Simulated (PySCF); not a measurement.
# C₄H₈Si: electronic excitations and core binding energies

Aim: predict the electronic excitations and core binding energies of C₄H₈Si (`CC#C[SiH2]C`).

Programs: PySCF 2.14.0, with density-fitted response routines of our own. Each step states its level of theory. These are calculated values for one molecule in the gas phase, unless marked as measured. Atoms are numbered from 0 throughout.

### 1 The molecule as given

13 atoms, charge 0, multiplicity 1; geometry from: GFN2-xTB.

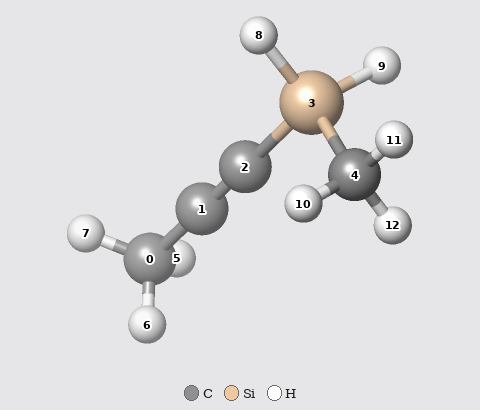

The starting geometry (carbon grey, silicon light orange, hydrogen white), atoms numbered.

### 2 TDDFT and polarisability: CAM-B3LYP/def2-SVPD

The job: settings as JSON, then the geometry in Å.

```
{"job": {"kind": "uv", "xc": "CAM-B3LYP", "basis": "def2-SVPD", "nstates": 8, "ntriplets": 3}, "charge": 0, "multiplicity": 1}
C      2.944271    -0.483312     0.137787
C      1.571096    -0.048158     0.267755
C      0.427414     0.315489     0.378654
Si    -1.325507     0.868798     0.544089
C     -2.422356    -0.298839    -0.474627
H      3.340172    -0.765855     1.113432
H      3.002315    -1.342814    -0.530102
H      3.553057     0.323390    -0.270582
H     -1.436546     2.242058     0.031804
H     -1.708618     0.813078     1.962242
H     -2.143146    -0.287731    -1.524538
H     -3.468272    -0.012147    -0.408892
H     -2.338266    -1.323469    -0.123342
```

With the program's defaults for keys left out, this is: TDDFT CAM-B3LYP/def2-SVPD, vertical, gas phase, core orbitals frozen in the response.

On the command line:

```bash
> OMP_NUM_THREADS=1 python probes_run.py task.json out
```

The driver reads the jobs from task.json and runs them one after another.

The program printed:

```text
coarse grid: 10928 points
cycle   1  E = -446.2845170968  dE =  3.387e-01  |g| = 3.755e-01  |ddm| = 8.191e+00
cycle   2  E = -446.2960640195  dE = -1.155e-02  |g| = 3.281e-01  |ddm| = 2.069e+00
cycle   3  E = -446.3225820067  dE = -2.652e-02  |g| = 9.012e-02  |ddm| = 5.671e-01
cycle   4  E = -446.3243436199  dE = -1.762e-03  |g| = 3.656e-02  |ddm| = 1.670e-01
cycle   5  E = -446.3246831530  dE = -3.395e-04  |g| = 4.460e-03  |ddm| = 8.633e-02
cycle   6  E = -446.3246883496  dE = -5.197e-06  |g| = 1.239e-03  |ddm| = 1.766e-02
final grid: 99736 points
cycle   7  E = -446.3959582522  dE = -1.992e-05  |g| = 3.070e-03  |ddm| = 9.179e-02
cycle   8  E = -446.3959586302  dE = -3.780e-07  |g| = 2.872e-03  |ddm| = 1.177e-02
cycle   9  E = -446.3959606852  dE = -2.055e-06  |g| = 3.528e-04  |ddm| = 3.681e-03
cycle  10  E = -446.3959607086  dE = -2.347e-08  |g| = 1.881e-04  |ddm| = 7.536e-04
cycle  11  E = -446.3959607172  dE = -8.561e-09  |g| = 3.385e-05  |ddm| = 3.548e-04
cycle  12  E = -446.3959607175  dE = -3.316e-10  |g| = 4.332e-06  |ddm| = 8.007e-05
converged SCF energy = -446.3959607175

Static polarisability (au): isotropic 75.524, principal 59.204 65.090 102.279

Singlet excitations
state   eV       nm        f      main configurations
  1   6.0935    203.5   0.00001   H->L+2 0.35, H-1->L 0.25, H-1->L+5 0.14
  2   6.3244    196.0   0.00259   H-1->L+2 0.43, H->L 0.24, H->L+5 0.11
  3   6.3303    195.9   0.00004   H->L+2 0.57, H-1->L 0.17, H-1->L+1 0.08
  4   7.1669    173.0   0.01381   H->L+1 0.56, H->L 0.36
  5   7.1759    172.8   0.00444   H-1->L+1 0.61, H-1->L 0.32
  6   7.9094    156.8   0.40750   H->L 0.31, H->L+1 0.25, H-1->L+2 0.16
  7   8.1492    152.1   0.00128   H-1->L+3 0.56, H-1->L+1 0.11, H-1->L 0.11
  8   8.2769    149.8   0.09130   H->L+3 0.59, H->L+4 0.25

Triplet excitations (Tamm-Dancoff, eV): 5.0980 5.5395 5.5406
```

Run time: 20 s. Hardware: 1 thread of Arm Neoverse V2, shared host; peak memory 0.73 GiB.

Frontier orbitals and where they lie:

| orbital | eV | atoms |
| --- | --- | --- |
| HOMO−3 | -11.05 | Si3 33 %, H9 20 %, H8 20 % |
| HOMO−2 | -10.73 | C4 36 %, Si3 26 %, C2 8 % |
| HOMO−1 | -8.92 | C2 39 %, C1 36 %, C0 7 % |
| HOMO | -8.89 | C2 37 %, C1 36 %, C0 7 % |
| LUMO | 1.10 | Si3 27 %, C4 15 %, C1 12 % |
| LUMO+1 | 1.34 | C0 27 %, C1 18 %, C2 10 % |
| LUMO+2 | 1.69 | C1 24 %, Si3 23 %, C2 23 % |

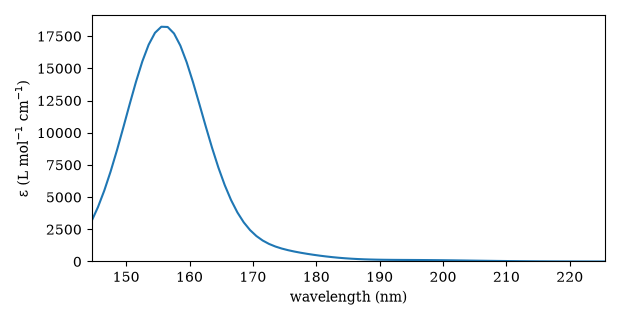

Absorption spectrum: each of the 8 states is a Gaussian band of 0.4 eV half-width at 1/e. Beyond the last state computed it falls off for lack of states.

Ground-state properties from the same run:

| property | computed |
| --- | --- |
| dipole moment (D) | 1.14 |
| polarisability (Å³) | 11.19 |
| HOMO–LUMO gap (eV) | 9.99 |
| −ε(HOMO) (eV) | 8.89 |

### 3 Core-electron binding energies: SCAN, X2C

The job, as its differences from that of step 2:

```diff
@@ -1,2 +1,2 @@
-{"job": {"kind": "uv", "xc": "CAM-B3LYP", "basis": "def2-SVPD", "nstates": 8, "ntriplets": 3}, "charge": 0, "multiplicity": 1}
+{"job": {"kind": "xps"}, "charge": 0, "multiplicity": 1}
 C      2.944271    -0.483312     0.137787
```

Level: delta-SCF UKS SCAN, pcX-2 on the ionised atom, pcseg-1 elsewhere, spin-free X2C.

The program printed:

```text
ground state, core basis on atom 0 (C), 145 functions
  cycle   1  E = -447.09161167  |g| = 5.69e-01
  cycle   2  E = -447.03284047  |g| = 7.03e-01
  cycle   3  E = -447.17198610  |g| = 1.84e-01
  cycle   4  E = -447.18028170  |g| = 6.51e-02
  cycle   5  E = -447.18141903  |g| = 1.33e-02
  cycle   6  E = -447.18146712  |g| = 3.94e-03
  cycle   7  E = -447.18147115  |g| = 1.10e-03
  cycle   8  E = -447.18147055  |g| = 3.08e-04
  E(ground) = -447.21916835 Eh
hole in C 1s of atom 0
  cycle   1  E = -435.91409942  |g| = 1.50e+00
  cycle   2  E = -435.20699601  |g| = 1.79e+00
  cycle   3  E = -436.21180558  |g| = 6.98e-01
  cycle   4  E = -436.33375697  |g| = 4.95e-01
  cycle   5  E = -436.46601226  |g| = 6.11e-02
  cycle   6  E = -436.46739526  |g| = 2.36e-02
  cycle   7  E = -436.46774158  |g| = 6.49e-03
  cycle   8  E = -436.46778316  |g| = 2.57e-03
  cycle   9  E = -436.46779765  |g| = 1.71e-03
  cycle  10  E = -436.46780914  |g| = 1.02e-03
  cycle  11  E = -436.46781275  |g| = 5.62e-04
  cycle  12  E = -436.46781607  |g| = 3.42e-04
  E(ion) = -436.50478831 Eh   <S^2> = 0.7699   hole on atom = 1.000   binding energy = 291.553 eV
ground state, core basis on atom 1 (C), 145 functions
  cycle   1  E = -447.18577520  |g| = 5.97e-02
  cycle   2  E = -447.18551406  |g| = 3.92e-02
  cycle   3  E = -447.18517960  |g| = 5.28e-02
  cycle   4  E = -447.18586175  |g| = 1.20e-02
  cycle   5  E = -447.18590206  |g| = 4.04e-04
  cycle   6  E = -447.18590239  |g| = 1.53e-04
  E(ground) = -447.22491424 Eh
hole in C 1s of atom 1
  cycle   1  E = -435.94312476  |g| = 1.51e+00
  cycle   2  E = -433.83006087  |g| = 2.37e+00
  cycle   3  E = -436.37953030  |g| = 4.68e-01
  cycle   4  E = -436.46709441  |g| = 2.96e-01
  cycle   5  E = -436.50879956  |g| = 1.81e-01
  cycle   6  E = -436.52345634  |g| = 5.02e-02
  cycle   7  E = -436.52479458  |g| = 2.25e-02
  cycle   8  E = -436.52525029  |g| = 8.25e-03
  cycle   9  E = -436.52544543  |g| = 5.70e-03
  cycle  10  E = -436.52556328  |g| = 2.29e-03
  cycle  11  E = -436.52556935  |g| = 1.16e-03
  cycle  12  E = -436.52557024  |g| = 5.04e-04
  cycle  13  E = -436.52557175  |g| = 1.14e-04
  E(ion) = -436.56322554 Eh   <S^2> = 0.8512   hole on atom = 1.000   binding energy = 290.119 eV
ground state, core basis on atom 2 (C), 145 functions
  cycle   1  E = -447.18583489  |g| = 6.37e-02
  cycle   2  E = -447.18437775  |g| = 8.09e-02
  cycle   3  E = -447.18536148  |g| = 5.16e-02
  cycle   4  E = -447.18606678  |g| = 5.84e-03
  cycle   5  E = -447.18607394  |g| = 5.63e-04
  cycle   6  E = -447.18607405  |g| = 1.18e-04
  E(ground) = -447.22455766 Eh
hole in C 1s of atom 2
  cycle   1  E = -435.97054477  |g| = 1.51e+00
  cycle   2  E = -434.82624334  |g| = 2.02e+00
  cycle   3  E = -436.29858750  |g| = 7.26e-01
  cycle   4  E = -436.46851701  |g| = 3.97e-01
  cycle   5  E = -436.54532698  |g| = 1.12e-01
  cycle   6  E = -436.55288389  |g| = 2.92e-02
  cycle   7  E = -436.55348213  |g| = 1.22e-02
  cycle   8  E = -436.55373548  |g| = 7.35e-03
  cycle   9  E = -436.55386701  |g| = 5.56e-03
  cycle  10  E = -436.55392607  |g| = 2.56e-03
  cycle  11  E = -436.55393384  |g| = 7.53e-04
  cycle  12  E = -436.55393401  |g| = 2.12e-04
  E(ion) = -436.59109190 Eh   <S^2> = 0.8286   hole on atom = 1.000   binding energy = 289.351 eV
ground state, core basis on atom 3 (Si), 156 functions
  cycle   1  E = -447.27735061  |g| = 2.88e-01
  cycle   2  E = -447.27605699  |g| = 8.35e-02
  cycle   3  E = -447.26778733  |g| = 1.91e-01
  cycle   4  E = -447.27765512  |g| = 1.59e-02
  cycle   5  E = -447.27769887  |g| = 1.41e-03
  cycle   6  E = -447.27769973  |g| = 2.29e-04
  E(ground) = -447.27351355 Eh
hole in Si 1s of atom 3
  cycle   1  E = -378.35690998  |g| = 4.35e+00
  cycle   2  E = -378.26891722  |g| = 2.19e+00
  cycle   3  E = -378.51957012  |g| = 1.21e+00
  cycle   4  E = -379.16257272  |g| = 6.76e-01
  cycle   5  E = -379.38949458  |g| = 2.11e-01
  cycle   6  E = -379.41232014  |g| = 5.34e-02
  cycle   7  E = -379.41386299  |g| = 1.91e-02
  cycle   8  E = -379.41408377  |g| = 4.36e-03
  cycle   9  E = -379.41409234  |g| = 2.06e-03
  cycle  10  E = -379.41409486  |g| = 4.99e-04
  E(ion) = -379.41818800 Eh   <S^2> = 0.7522   hole on atom = 1.000   binding energy = 1846.437 eV
hole in Si 2p of atom 3
  cycle   1  E = -443.01584584  |g| = 1.24e+00
  cycle   2  E = -442.68331116  |g| = 1.23e+00
  cycle   3  E = -443.07285484  |g| = 6.82e-01
  cycle   4  E = -443.31375977  |g| = 2.31e-01
  cycle   5  E = -443.33738448  |g| = 7.56e-02
  cycle   6  E = -443.34033457  |g| = 2.44e-02
  cycle   7  E = -443.34071411  |g| = 4.96e-03
  cycle   8  E = -443.34072496  |g| = 2.23e-03
  cycle   9  E = -443.34072839  |g| = 5.27e-04
  cycle  10  E = -443.34072850  |g| = 2.55e-04
  E(ion) = -443.34831176 Eh   <S^2> = 0.7517   hole on atom = 1.003   binding energy = 106.810 eV
  2p3/2 = 106.586 eV   2p1/2 = 107.210 eV
ground state, core basis on atom 4 (C), 145 functions
  cycle   1  E = -447.18165413  |g| = 5.95e-02
  cycle   2  E = -447.18164131  |g| = 2.30e-02
  cycle   3  E = -447.18167298  |g| = 2.07e-02
  cycle   4  E = -447.18177197  |g| = 7.90e-03
  cycle   5  E = -447.18178685  |g| = 2.12e-03
  cycle   6  E = -447.18178829  |g| = 1.66e-04
  E(ground) = -447.21911624 Eh
hole in C 1s of atom 4
  cycle   1  E = -435.95755116  |g| = 1.50e+00
  cycle   2  E = -435.37272277  |g| = 1.73e+00
  cycle   3  E = -436.45422445  |g| = 3.87e-01
  cycle   4  E = -436.42262420  |g| = 4.18e-01
  cycle   5  E = -436.52310935  |g| = 7.79e-02
  cycle   6  E = -436.52586000  |g| = 2.81e-02
  cycle   7  E = -436.52632139  |g| = 5.55e-03
  cycle   8  E = -436.52634288  |g| = 1.90e-03
  cycle   9  E = -436.52634460  |g| = 8.38e-04
  cycle  10  E = -436.52634502  |g| = 3.75e-04
  E(ion) = -436.56252164 Eh   <S^2> = 0.7665   hole on atom = 1.000   binding energy = 289.981 eV
```

Run time: 32 s. Hardware: 1 thread of Arm Neoverse V2, shared host; peak memory 0.55 GiB.

Binding energies by hole, beside the orbital energy of the ground state; the difference holds orbital relaxation and, for a density functional, its self-interaction error:

| hole | stands for | environment | ΔSCF (eV; 2p as the shell's mean) | −ε (eV) | ⟨S²⟩ |
| --- | --- | --- | --- | --- | --- |
| C1s on C0 | C0 | propargylic methyl carbon | 291.55 | 274.3 | 0.770 |
| C1s on C1 | C1 | alkyne carbon | 290.12 (doubtful) | 273.6 | 0.851 |
| C1s on C2 | C2 | alkyne carbon | 289.35 | 272.8 | 0.829 |
| Si1s on Si3 | Si3 | silicon bonded to 2 C, 2 H | 1846.44 | 1793.2 | 0.752 |
| Si2p on Si3 | Si3 | silicon bonded to 2 C, 2 H | 106.79 | 96.0 | 0.752 |
| C1s on C4 | C4 | methyl carbon bonded to Si | 289.98 | 273.1 | 0.766 |

Doubtful: the ion did not converge, its hole moved, or its ⟨S²⟩ is well above 0.75.

With the spin-orbit splitting: Si3 2p3/2 106.59, 2p1/2 107.21 eV. The table gives each 2p level as the mean over the whole 2p shell (two parts 2p3/2, one part 2p1/2), which differs a little from the single hole in the log.

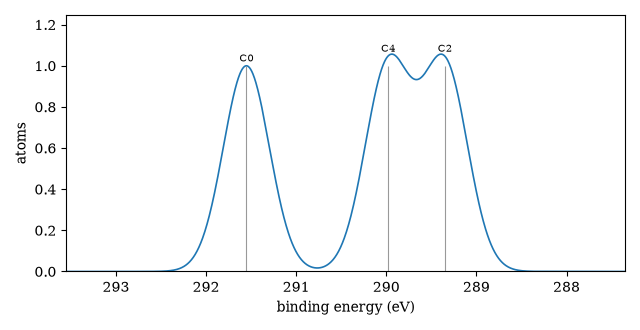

The C1s photoelectron lines, weighted by the number of atoms. Only 3 of the 4 C atoms are covered by sound results. Lines are broadened to a width of 0.60 eV (Gaussian).

### 4 What came out

```
                                                    quantity                               value
                        lowest singlet (CAM-B3LYP/def2-SVPD)         6.09 eV (203 nm), f = 0.000
                    brightest single state of those computed         state 6, 7.91 eV, f = 0.407
                                              lowest triplet                             5.10 eV
C1s binding energies, SCAN/pcX-2 (standing for 3 of 4 atoms)  C0 291.55, C4 289.98, C2 289.35 eV
                           Si1s binding energies, SCAN/pcX-2                      Si3 1846.44 eV
                           Si2p binding energies, SCAN/pcX-2                       Si3 106.79 eV
```

In words: The lowest singlet, at 6.09 eV, is HOMO→LUMO+2 0.35, HOMO−1→LUMO 0.25 and is dark; of the 8 states computed, the strongest absorption comes from state 6 at 7.91 eV. The lowest triplet lies 1.00 eV below the lowest singlet (triplets in Tamm-Dancoff, singlets in full TDDFT). C0 (propargylic methyl carbon) binds its C1s electron 2.20 eV more tightly than C2 (alkyne carbon). Only 3 of the 4 C atoms are covered by sound results.
